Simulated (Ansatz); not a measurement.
Partial pair distribution functions of a relaxed model of amorphous In$_{24}$O$_{37}$Zn, broadened by 0.06 Å; density 6.43 g/cm³. Calculation: PBE, scalar-relativistic without spin-orbit coupling (plane waves to 420 eV, PAW; Ansatz, a first-principles code).

Preparation: random packing, a CHGNet melt and quench, and a DFT relaxation. O atoms were pushed apart under 1.9 Å during the dynamics, to hinder bonds among them. The hot cell started wider than the set density and was brought back towards it in steps. It is the lowest in DFT energy of 2 quenches. It is a model cell: composition and starting density were chosen by hand, and all elements were melted together. No dispersion term was used. Its density started from a set value of 6.47 and ended at 6.43 g/cm³. The simulated quench (nominally 330 K/ps over its main leg) is rapid and tends to freeze in more defects than a deposited or slowly cooled glass has. Values belong to this one cell and scatter from quench to quench. The volume was free in the relaxation, at fixed shape. Stress components on the final sampling reach 1.5 GPa.

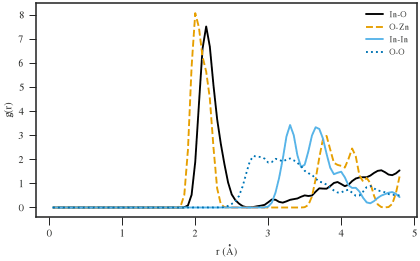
Figure. Partial pair distribution functions

Highest peaks under 4.5 Å: In-O near 2.15 Å, O-Zn near 2.00 Å, In-In near 3.30 Å, O-O near 2.80 Å; pairs of few atoms are noisy.

Within 2.68 Å each In has 5.46 O neighbours on average.
